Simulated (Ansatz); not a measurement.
## Electronic structure of AlClFH5N2 in real space

The calculation's input:

```
crystal:
  periodic: [false, false, false]
  atoms:
    - { symbol: Al, position_ang: [0.006412, -0.1346, -0.110568] }
    - { symbol: Cl, position_ang: [-0.018391, -0.378915, 2.078577] }
    - { symbol: "N", position_ang: [1.580904, -0.096841, -0.901244] }
    - { symbol: H, position_ang: [1.734924, -0.146256, -1.904999] }
    - { symbol: H, position_ang: [2.4639, 0.053715, -0.419954] }
    - { symbol: "N", position_ang: [-1.556468, -0.24411, -0.919581] }
    - { symbol: H, position_ang: [-2.430735, -0.431881, -0.439251] }
    - { symbol: H, position_ang: [-1.735566, -0.044917, -1.898169] }
    - { symbol: F, position_ang: [0.072677, 2.556941, 0.913278] }
    - { symbol: H, position_ang: [0.038144, 2.162663, 1.752711] }
basis:
  gaussian: { orbitals: def2-SVP }
hamiltonian:
  xc: r2scan
  dispersion: d4
relax:
  f_tol: 0.03
  max_steps: 50
output:
  orbitals: {}
```

Command:

```sh
ansatz run input.yaml --threads 4 --pin off --max-ram 5120MiB --backend cpu --events-out ev --progress --plain --runs-dir out
```

The fields are those of the run's last geometry, not of the input's.

These are results of RKS r2SCAN-D4/def2-SVP in Ansatz 0.2.0, not measurements.

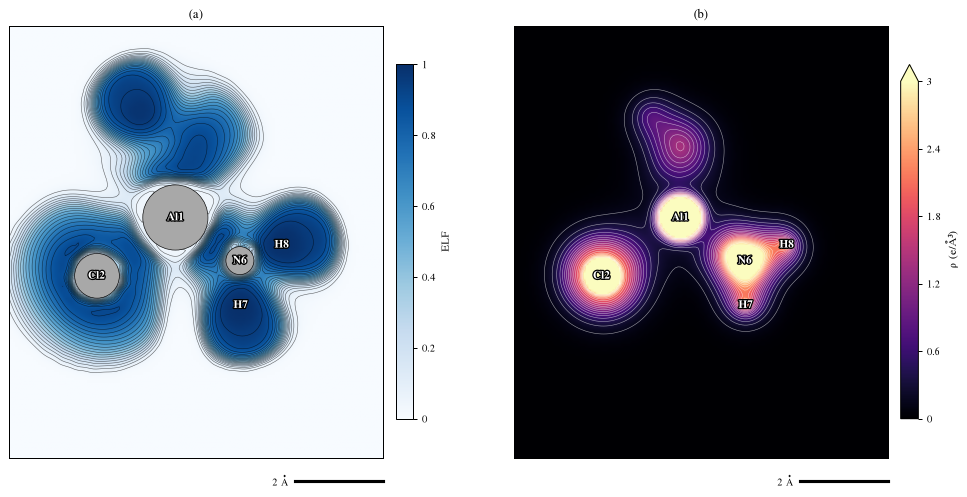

Figure 1. (a) ELF; (b) electron density on the plane of atoms Cl2, Al1 and N6. Grey discs cover the atomic cores in the ELF map.

**Read the bonding off the picture.**

The plane passes through Al, Cl, N and H nuclei. Al–N (1.77 Å): ρ is about 0.84 e/Å³ halfway; the ELF peaks at about 0.90 in the valence shell of N, 0.7 Å from its nucleus, and is about 0.60 at the midpoint. Al–Cl (2.23 Å): the density is about 0.56 e/Å³ at the midpoint; the ELF peaks at about 0.90 in the valence shell of Cl, 1.0 Å from its nucleus, and is about 0.80 at the midpoint. N–H (1.01 Å): ρ is about 2.7 e/Å³ halfway; the ELF climbs to about 1 towards the hydrogen, as it does in any bond to H: a covalent bond by its length. The ELF also peaks beside Cl2, away from the bonds: lone-pair regions.

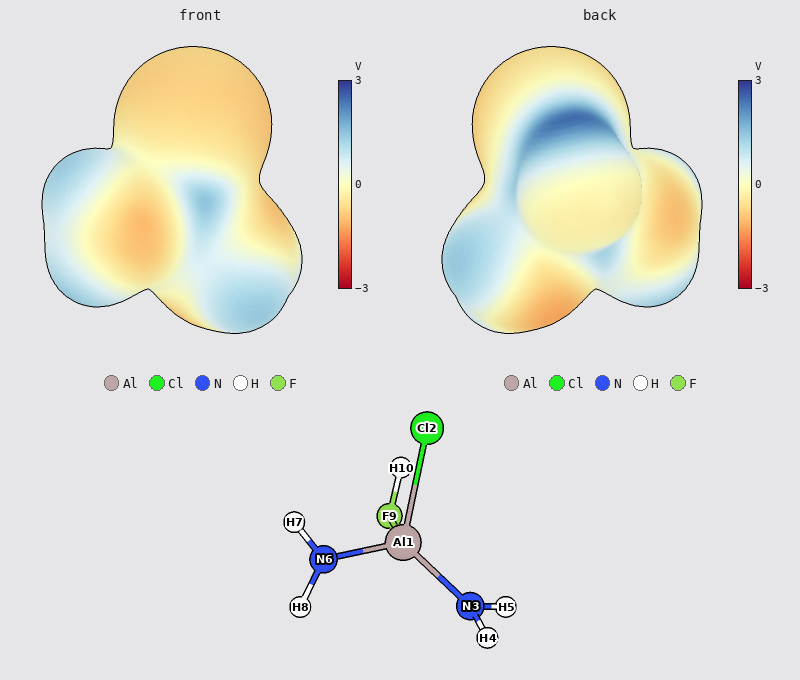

Figure 2. The molecular electrostatic potential painted on the density surface at 0.002 e/bohr³, seen from the front and from behind; red is negative and blue positive. The bare structure is drawn below in the same view.

**Which sites attract a positive test charge, and which a negative one?**

A positive charge is drawn to the negative regions and a negative charge to the positive ones. The most negative region (about −1.1 V, or −25 kcal/mol for a unit charge) lies over N3, the most positive (about +2.4 V, or +55 kcal/mol for a unit charge) over H10. N3 is the likeliest acceptor of a hydrogen bond.

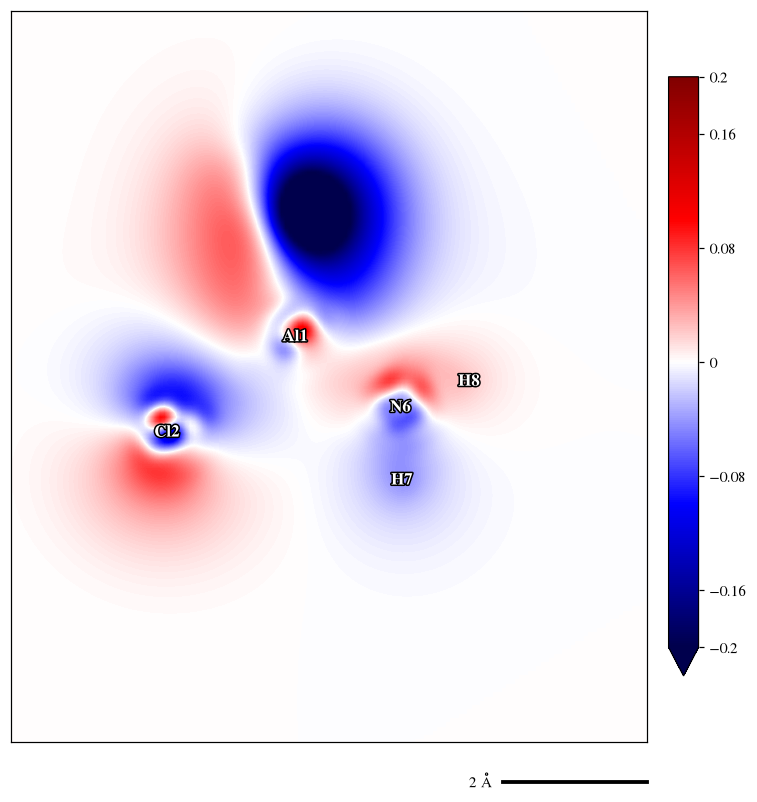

Figure 3. The HOMO−1 on the plane of atoms Cl2, Al1 and N6 (values in Å⁻³ᐟ²; the overall sign is arbitrary).

**What is the character of this orbital?**

Its weight (Hirshfeld) is mainly on N6 (about 45 %), N3 (about 25 %) and Al1 (about 15 %); largely a combination of lone pairs on N6 and N3. Its energy is −5.89 eV.
